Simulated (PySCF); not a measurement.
```xyz
2

Zn    0.0000    0.0000   -0.0235
H     0.0000    0.0000    1.4875
```

Theory: PBE0/cc-pVDZ(-PP), non-relativistic Hamiltonian with scalar-relativistic core potentials where named, at a bond length of 1.511 Å (PySCF 2.14.0).

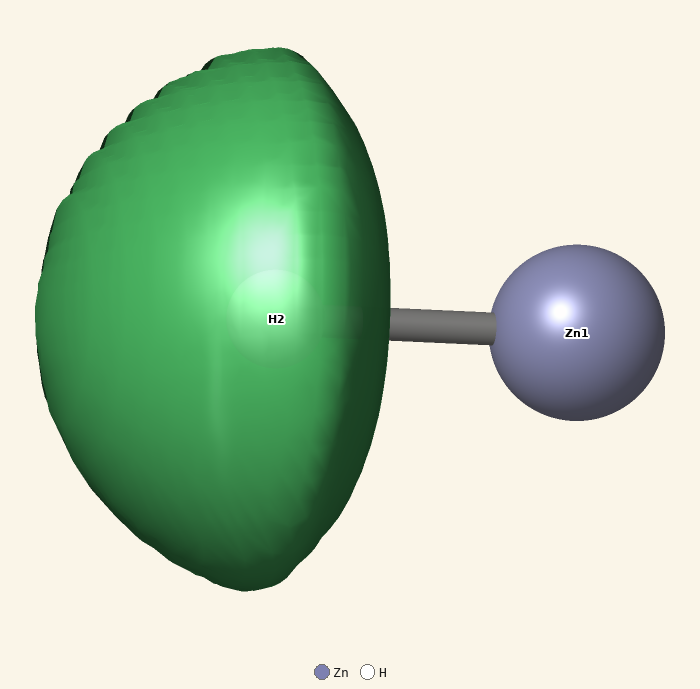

ZnH (charge +1). Isosurface of the electron localisation function at 0.85 (green), seen from one side. Core shells and regions of very low density are left out.

Identify the bonds, lone pairs and shells in this picture.

The ELF exceeds this value in one region around a hydrogen nucleus. Along the contacts the grid gives the following. Zn–H (1.51 Å): the ELF climbs to about 1 towards the hydrogen.
